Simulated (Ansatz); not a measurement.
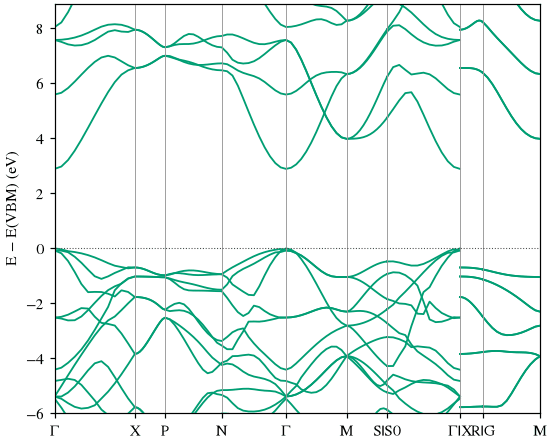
Figure. Band structure from PBE (plane waves, PAW; program Ansatz)

Q: Read off the gap and where the band edges lie.

A: About 2.9 eV (2.89 eV by a search for the band edges); maximum at Γ, minimum at Γ.

The material is AlBN$_{2}$ (chalcopyrite, I-42d).

The start of the workflow was typed in or built on a structure type; neither database checked (COD, Materials Project) lists it. Whether it is the stable phase at ambient conditions was not checked. The cell was relaxed with PBE under the symmetry of its start; its stability against distortions is not shown here.

Potentials: the earlier of the program's two PAW sets.
